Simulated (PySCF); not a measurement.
**C10H8N2: NMR shifts at several levels of theory**

How much do the NMR shifts of C10H8N2 (`c1ccc(-c2ccccn2)nc1`) depend on the level of theory, and what does each level cost?

Programs: PySCF 2.14.0, with density-fitted response routines of our own. Each step states its level of theory. These are calculated values for one molecule in the gas phase, unless marked as measured. Atoms count from 0, in the outputs and in this text.

### Step 1. The starting structure

20 atoms, charge 0, multiplicity 1; geometry from: GFN2-xTB.

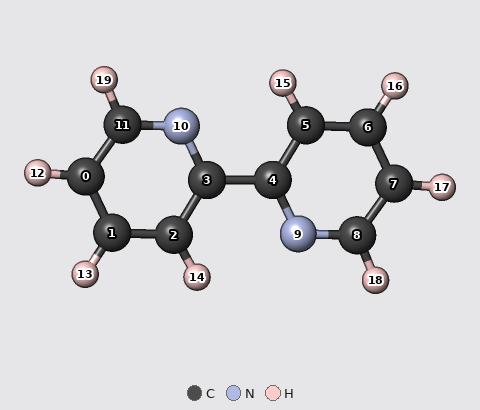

As it starts; carbon dark grey, nitrogen light blue, hydrogen pink, atoms numbered.

### Step 2. Optimising the geometry at PBE0-D3(BJ)/def2-SVP

The job: settings as JSON, then the geometry in Å.

```
{"job": {"xc": "PBE0", "basis": "def2-SVP", "d3": "d3bj", "grid": 1, "kind": "geom"}, "charge": 0, "multiplicity": 1}
C     -3.404680     0.567510    -0.181560
C     -2.963830    -0.738070    -0.023690
C     -1.604400    -0.979180     0.047910
C     -0.726370     0.102450    -0.041040
C      0.726610    -0.103160     0.034350
C      1.604280     0.979510    -0.044790
C      2.963410     0.739290     0.035050
C      3.404360    -0.566600     0.190060
C      2.451970    -1.573510     0.256320
N      1.154000    -1.356100     0.182070
N     -1.153570     1.354840    -0.193800
C     -2.451770     1.572950    -0.261570
H     -4.456700     0.799930    -0.241240
H     -3.671090    -1.552770     0.042500
H     -1.202200    -1.971540     0.169970
H      1.202030     1.972020    -0.165460
H      3.670340     1.554970    -0.022020
H      4.456110    -0.798190     0.257400
H      2.742700    -2.609770     0.376080
H     -2.742340     2.608740    -0.385720
```

Standard output:

```text
step   0  E = -494.47255090  max force = 0.008949
step   1  E = -494.47413816  max force = 0.003012
step   2  E = -494.47402600  max force = 0.004612
step   3  E = -494.47424810  max force = 0.002120
step   4  E = -494.47428235  max force = 0.000872
step   5  E = -494.47428101  max force = 0.000984
step   6  E = -494.47428828  max force = 0.000498
step   7  E = -494.47428961  max force = 0.000404
optimisation converged
```

Wall time 72 s (8 threads of Intel Xeon 6975P-C (Granite Rapids), shared host).

Along the way: (the energy doesn't fall at every step)

```tsv
step	energy from step 0 (eV)	largest force component (eV/Å)
0	0.0000	0.4602
1	-0.0432	0.1549
2	-0.0401	0.2372
3	-0.0462	0.1090
4	-0.0471	0.0448
5	-0.0471	0.0506
6	-0.0473	0.0256
7	-0.0473	0.0208
```

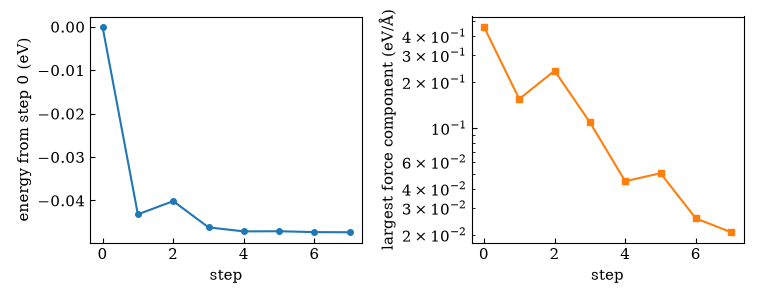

Energy and force, step by step.

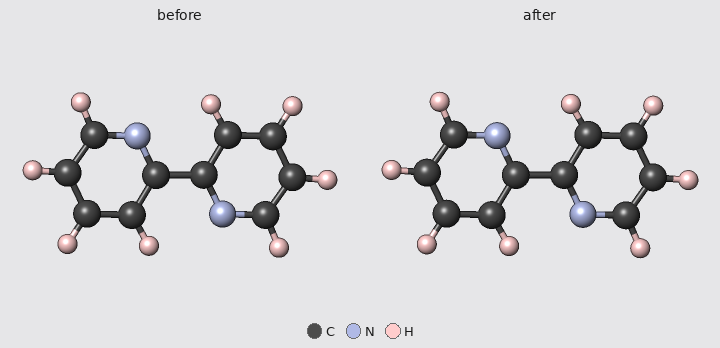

The geometry before (left) and after (right).

Close pairs (by a distance rule), those that changed most:

```tsv
bond	before (Å)	after (Å)	change (Å)
C3–C4	1.469	1.486	+0.016
C8–H18	1.083	1.096	+0.013
C11–H19	1.083	1.096	+0.013
C0–H12	1.079	1.092	+0.013
C7–H17	1.079	1.092	+0.013
C5–H15	1.078	1.090	+0.013
C2–H14	1.078	1.090	+0.013
C1–H13	1.081	1.093	+0.012
```

The end geometry stands in the next job.

```tsv
at the end point	value
point group (found at 0.08 Å tolerance)	C2h
rotational constants (GHz, main isotopes)	2.955, 0.589, 0.491
dipole moment (D)	0.00
```

### Step 3. NMR shieldings: PBE0/pcSseg-1

The job: settings as JSON, then the geometry in Å.

```
{"job": {"kind": "nmr", "xc": "PBE0", "basis": "pcSseg-1", "pop": false}, "charge": 0, "multiplicity": 1}
C     -3.424157     0.574924    -0.183601
C     -2.979997    -0.736708    -0.028060
C     -1.614039    -0.979596     0.047687
C     -0.734170     0.107325    -0.036056
C      0.734070    -0.107034     0.038760
C      1.613877     0.980064    -0.043313
C      2.979830     0.737185     0.032534
C      3.424052    -0.574618     0.186446
C      2.467267    -1.587455     0.256643
N      1.161103    -1.364633     0.185175
N     -1.161145     1.364769    -0.183982
C     -2.467312     1.587595    -0.255396
H     -4.487782     0.813301    -0.248136
H     -3.692918    -1.562803     0.033943
H     -1.198206    -1.980206     0.169208
H      1.198007     1.980784    -0.163801
H      3.692702     1.563423    -0.028125
H      4.487677    -0.812994     0.250983
H      2.777852    -2.631932     0.377309
H     -2.777851     2.631930    -0.377398
```

With the program's defaults for keys left out, this is: GIAO PBE0/pcSseg-1 NMR shielding, non-relativistic, gas phase.

Standard output:

```text
coarse grid: 17944 points
cycle   1  E = -494.6324250582  dE =  2.254e+00  |g| = 3.977e-01  |ddm| = 4.633e+00
cycle   2  E = -494.6298253388  dE =  2.600e-03  |g| = 4.533e-01  |ddm| = 1.221e+00
cycle   3  E = -494.6746289388  dE = -4.480e-02  |g| = 7.912e-02  |ddm| = 5.524e-01
cycle   4  E = -494.6756888312  dE = -1.060e-03  |g| = 3.488e-02  |ddm| = 8.136e-02
cycle   5  E = -494.6759430275  dE = -2.542e-04  |g| = 1.085e-02  |ddm| = 5.324e-02
cycle   6  E = -494.6759697903  dE = -2.676e-05  |g| = 4.320e-03  |ddm| = 1.665e-02
cycle   7  E = -494.6759746434  dE = -4.853e-06  |g| = 8.206e-04  |ddm| = 5.141e-03
final grid: 177040 points
cycle   8  E = -494.7433381805  dE = -4.853e-05  |g| = 7.522e-03  |ddm| = 6.348e-02
cycle   9  E = -494.7433367540  dE =  1.426e-06  |g| = 8.149e-03  |ddm| = 2.130e-02
cycle  10  E = -494.7433524806  dE = -1.573e-05  |g| = 1.879e-03  |ddm| = 1.124e-02
cycle  11  E = -494.7433533285  dE = -8.479e-07  |g| = 3.648e-04  |ddm| = 2.292e-03
cycle  12  E = -494.7433533572  dE = -2.867e-08  |g| = 1.530e-04  |ddm| = 4.448e-04
cycle  13  E = -494.7433533624  dE = -5.261e-09  |g| = 3.992e-05  |ddm| = 1.836e-04
cycle  14  E = -494.7433533628  dE = -3.618e-10  |g| = 1.578e-05  |ddm| = 5.325e-05
converged SCF energy = -494.7433533628

GIAO shielding tensors (ppm)
atom      isotropic    diamagn.    paramagn.     s11        s22        s33       span
  0 C       55.461     258.836    -203.375    -57.539     50.355    173.567    231.106
  1 C       42.363     252.720    -210.357    -71.984     21.968    177.105    249.090
  2 C       58.059     253.205    -195.146    -50.732     40.413    184.497    235.229
  3 C       24.293     252.986    -228.693    -77.205     11.381    138.702    215.907
  4 C       24.293     252.986    -228.693    -77.205     11.382    138.702    215.906
  5 C       58.059     253.205    -195.146    -50.732     40.413    184.497    235.229
  6 C       42.363     252.720    -210.357    -71.984     21.968    177.105    249.089
  7 C       55.462     258.836    -203.375    -57.538     50.356    173.567    231.105
  8 C       30.161     248.108    -217.947    -78.664     26.699    142.447    221.111
  9 N      -78.895     330.954    -409.849   -378.477   -154.580    296.371    674.848
 10 N      -78.896     330.954    -409.850   -378.476   -154.582    296.370    674.846
 11 C       30.160     248.108    -217.948    -78.664     26.698    142.447    221.111
 12 H       24.043      28.420      -4.377     21.471     23.713     26.944      5.473
 13 H       23.384      29.133      -5.749     19.977     23.555     26.621      6.644
 14 H       22.171      32.845     -10.674     16.556     22.057     27.901     11.346
 15 H       22.171      32.845     -10.674     16.556     22.057     27.901     11.346
 16 H       23.384      29.133      -5.749     19.977     23.555     26.621      6.644
 17 H       24.043      28.420      -4.377     21.471     23.713     26.944      5.473
 18 H       22.464      28.980      -6.515     18.108     22.972     26.314      8.206
 19 H       22.464      28.980      -6.515     18.108     22.972     26.314      8.206
```

Wall time 26 s (8 threads of Intel Xeon 6975P-C (Granite Rapids), shared host).

Shifts follow as δ = σ(reference) − σ, with reference shieldings (ppm) from runs at the same level and on the same kind of geometry: ¹H TMS 31.27, ¹³C TMS 184.4, ¹⁵N NH3 265.7. The references are single molecules in the gas phase, so shifts against H2O, NH3, PH3, H3PO4 or CFCl3 are not on the usual liquid scales and can be off by tens of ppm. Atoms listed in one row are averaged.

```tsv
atoms	environment	σ (ppm)	δ (ppm)	δ scaled to CDCl3
C3, C4	substituted aromatic carbon next to a ring nitrogen	24.3	160.1	155.0
C8, C11	aromatic CH next to a ring nitrogen	30.2	154.2	149.3
C1, C6	aromatic CH	42.4	142.0	137.4
C0, C7	aromatic CH	55.5	128.9	124.7
C2, C5	aromatic CH	58.1	126.3	122.2
H14, H15	hydrogen on an aromatic CH	22.17	9.10	8.84
H18, H19	hydrogen on an aromatic CH next to a ring nitrogen	22.46	8.80	8.56
H13, H16	hydrogen on an aromatic CH	23.38	7.88	7.69
H12, H17	hydrogen on an aromatic CH	24.04	7.22	7.06
N9, N10	pyridine-type ring nitrogen	-78.9	344.6	–
```

The scaled column applies a straight-line fit of computed shieldings to shifts measured in CDCl3 (root-mean-square error 0.21 ppm for H, 2.0 ppm for C).

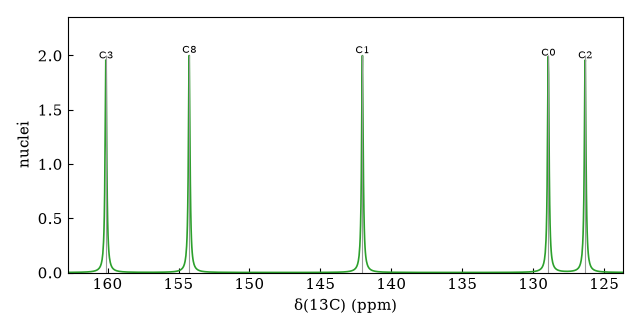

¹³C lines at the computed shifts, without couplings. Lines are broadened to a width of 0.14 ppm (Lorentzian).

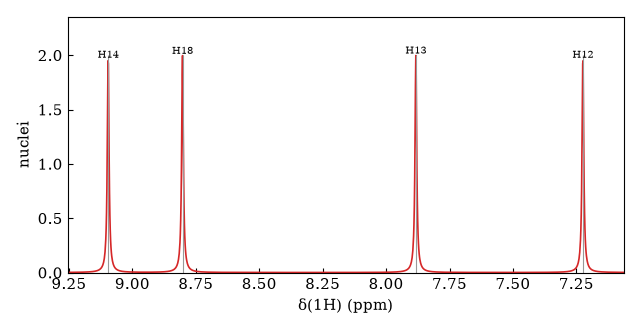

¹H lines at the computed shifts, without couplings. Lines are broadened to a width of 0.01 ppm (Lorentzian).

Ring of atoms C0, C1, C2, C3, N10, C11: NICS(0) -5.9, NICS(1) -10.2, NICS(1)zz -25.1 ppm (means of both faces).

Ring of atoms C4, C5, C6, C7, C8, N9: NICS(0) -5.9, NICS(1) -10.2, NICS(1)zz -25.1 ppm (means of both faces).

### Step 4. Shielding tensors: PBE/pcSseg-1

The job, as its differences from that of step 3:

```diff
@@ -1,2 +1,2 @@
-{"job": {"kind": "nmr", "xc": "PBE0", "basis": "pcSseg-1", "pop": false}, "charge": 0, "multiplicity": 1}
+{"job": {"kind": "nmr", "xc": "PBE", "basis": "pcSseg-1", "pop": false}, "charge": 0, "multiplicity": 1}
 C     -3.424157     0.574924    -0.183601
```

With the program's defaults for keys left out, this is: GIAO PBE/pcSseg-1 NMR shielding, non-relativistic, gas phase.

Standard output:

```text
coarse grid: 17944 points
cycle   1  E = -494.5418447831  dE =  1.782e+00  |g| = 5.520e-01  |ddm| = 4.725e+00
cycle   2  E = -494.4698178023  dE =  7.203e-02  |g| = 7.835e-01  |ddm| = 1.988e+00
cycle   3  E = -494.6209879612  dE = -1.512e-01  |g| = 1.562e-01  |ddm| = 1.120e+00
cycle   4  E = -494.6260160969  dE = -5.028e-03  |g| = 5.056e-02  |ddm| = 1.622e-01
cycle   5  E = -494.6265811673  dE = -5.651e-04  |g| = 1.555e-02  |ddm| = 8.813e-02
cycle   6  E = -494.6266173669  dE = -3.620e-05  |g| = 1.063e-02  |ddm| = 2.472e-02
cycle   7  E = -494.6266478105  dE = -3.044e-05  |g| = 1.849e-03  |ddm| = 1.173e-02
cycle   8  E = -494.6266485823  dE = -7.719e-07  |g| = 7.923e-04  |ddm| = 2.917e-03
final grid: 177040 points
cycle   9  E = -494.7197215450  dE = -5.921e-05  |g| = 1.362e-02  |ddm| = 8.803e-02
cycle  10  E = -494.7196647310  dE =  5.681e-05  |g| = 2.036e-02  |ddm| = 4.556e-02
cycle  11  E = -494.7197621541  dE = -9.742e-05  |g| = 5.833e-03  |ddm| = 3.059e-02
cycle  12  E = -494.7197706712  dE = -8.517e-06  |g| = 6.700e-04  |ddm| = 6.715e-03
cycle  13  E = -494.7197707270  dE = -5.581e-08  |g| = 4.510e-04  |ddm| = 1.026e-03
cycle  14  E = -494.7197707837  dE = -5.676e-08  |g| = 7.639e-05  |ddm| = 5.410e-04
cycle  15  E = -494.7197707848  dE = -1.098e-09  |g| = 4.477e-05  |ddm| = 1.054e-04
cycle  16  E = -494.7197707854  dE = -5.250e-10  |g| = 3.970e-06  |ddm| = 4.653e-05
converged SCF energy = -494.7197707854

GIAO shielding tensors (ppm)
atom      isotropic    diamagn.    paramagn.     s11        s22        s33       span
  0 C       52.925     257.365    -204.440    -56.343     47.801    167.316    223.659
  1 C       41.138     251.632    -210.494    -68.980     21.614    170.780    239.761
  2 C       55.961     252.756    -196.795    -49.553     37.662    179.774    229.327
  3 C       22.522     253.529    -231.008    -72.736      7.672    132.629    205.365
  4 C       22.522     253.529    -231.007    -72.735      7.672    132.629    205.364
  5 C       55.961     252.756    -196.795    -49.553     37.662    179.774    229.327
  6 C       41.138     251.632    -210.494    -68.980     21.614    170.780    239.760
  7 C       52.925     257.365    -204.440    -56.342     47.801    167.316    223.659
  8 C       28.138     248.524    -220.385    -75.279     25.226    134.467    209.746
  9 N      -75.811     331.422    -407.234   -370.307   -146.287    289.161    659.468
 10 N      -75.812     331.422    -407.234   -370.307   -146.289    289.159    659.467
 11 C       28.138     248.523    -220.386    -75.279     25.226    134.467    209.747
 12 H       24.134      28.451      -4.318     21.878     23.521     27.002      5.124
 13 H       23.482      29.180      -5.699     20.290     23.452     26.703      6.412
 14 H       22.246      33.122     -10.876     16.935     21.939     27.864     10.929
 15 H       22.246      33.122     -10.876     16.935     21.939     27.864     10.929
 16 H       23.482      29.180      -5.699     20.290     23.452     26.703      6.412
 17 H       24.134      28.451      -4.318     21.878     23.521     27.002      5.124
 18 H       22.469      29.004      -6.535     18.239     22.842     26.326      8.087
 19 H       22.469      29.004      -6.535     18.239     22.842     26.326      8.087
```

Wall time 18 s (8 threads of Intel Xeon 6975P-C (Granite Rapids), shared host).

This run: δ C3 157.5, C8 151.9, C1 138.9, C0 127.1, H14 8.95, H18 8.73 ppm (means over like atoms).

(Part 1 of 2 ends here.)
